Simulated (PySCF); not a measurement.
Molecule: C₅H₁₆Si₂, SMILES CC([SiH2][SiH2]CC)C. Atoms near the plane z = 0.6 Å, at the GFN2-xTB optimised geometry (x, y, z in Å): C1 (2.9, -0.9, 1.2), C2 (2.3, -1.6, 0.0), Si3 (0.4, -1.6, 0.0), Si4 (-0.4, 0.5, 0.0), C5 (-2.3, 0.6, -0.3), C7 (-2.9, 2.0, -0.2), H8 (2.5, 0.2, 1.2), H10 (3.9, -0.9, 1.2), H12 (2.6, -2.7, 0.0), H13 (-0.1, -2.4, 1.2), H15 (-0.2, 1.3, 1.3), H17 (-2.8, 0.0, 0.5), H21 (-3.9, 2.0, -0.3), H22 (-2.6, 2.4, 0.8).

Computed with CAM-B3LYP/def2-SVP run with PySCF 2.14.0. The values are rescaled to run from 0 to 1.

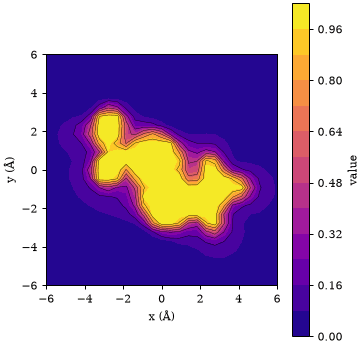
a field on the plane z = 0.6 Å.

### Question
Which quantity is mapped?
(A) Laplacian of the electron density
(B) electrostatic potential
(C) electron localisation function
(D) deformation density (molecule minus spherical neutral atoms)

### Answer
B, electrostatic potential. In full: electrostatic potential (hartree/e), clipped to [-0.08, 0.12].
